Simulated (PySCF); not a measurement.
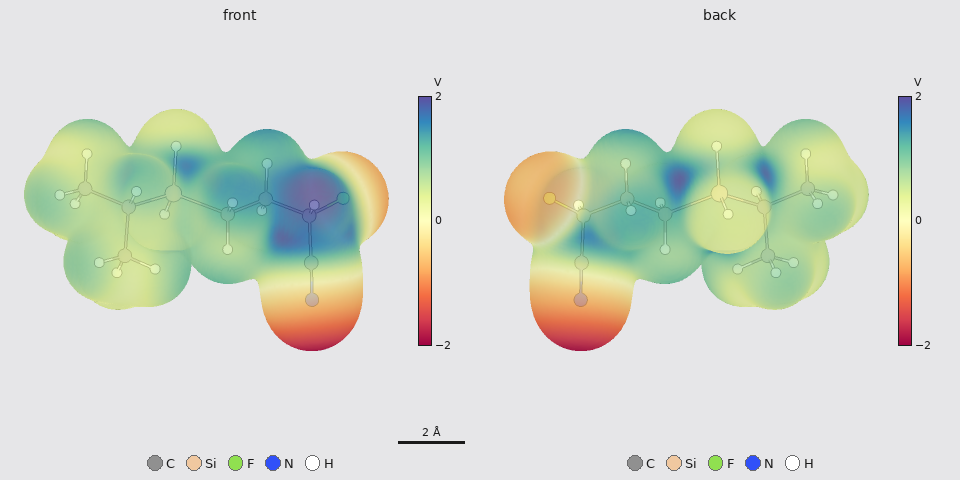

C7H14FNSi. The molecular electrostatic potential painted on the density surface at 0.004 e/bohr³, seen from the front and from behind; red is negative and blue positive.

Geometry: GFN2-xTB.

The calculation used PBE0/pcSseg-1, SCF density, gas phase, non-relativistic (PySCF 2.14.0).

| atom | x (Å) | y (Å) | z (Å) |
| --- | --- | --- | --- |
| C | -2.2529 | -1.3029 | -0.3903 |
| C | -2.0823 | 0.0186 | 0.3575 |
| C | -3.3321 | 0.8783 | 0.1917 |
| Si | -0.5274 | 0.9646 | -0.2160 |
| C | 1.0155 | -0.1101 | 0.1033 |
| C | 2.3050 | 0.6554 | -0.1502 |
| C | 3.5402 | -0.2152 | 0.1079 |
| F | 4.6898 | 0.5420 | -0.0190 |
| C | 3.5925 | -1.3284 | -0.8245 |
| N | 3.6128 | -2.1968 | -1.5656 |
| H | -2.3613 | -1.1266 | -1.4584 |
| H | -1.3960 | -1.9548 | -0.2366 |
| H | -3.1430 | -1.8267 | -0.0435 |
| H | -1.9831 | -0.2134 | 1.4242 |
| H | -3.2339 | 1.8132 | 0.7378 |
| H | -3.4957 | 1.1151 | -0.8570 |
| H | -4.2126 | 0.3553 | 0.5627 |
| H | -0.3972 | 2.2139 | 0.5475 |
| H | -0.6045 | 1.2764 | -1.6483 |
| H | 1.0127 | -0.4753 | 1.1323 |
| H | 0.9954 | -0.9906 | -0.5408 |
| H | 2.3377 | 1.0111 | -1.1816 |
| H | 2.3674 | 1.5257 | 0.5054 |
| H | 3.5414 | -0.6090 | 1.1360 |

Describe the electrostatic potential map.

The most negative region (about −1.8 V) lies over N10, the most positive (about +1.9 V) over Si4, C7 and H24. N10 is the likeliest acceptor of a hydrogen bond.
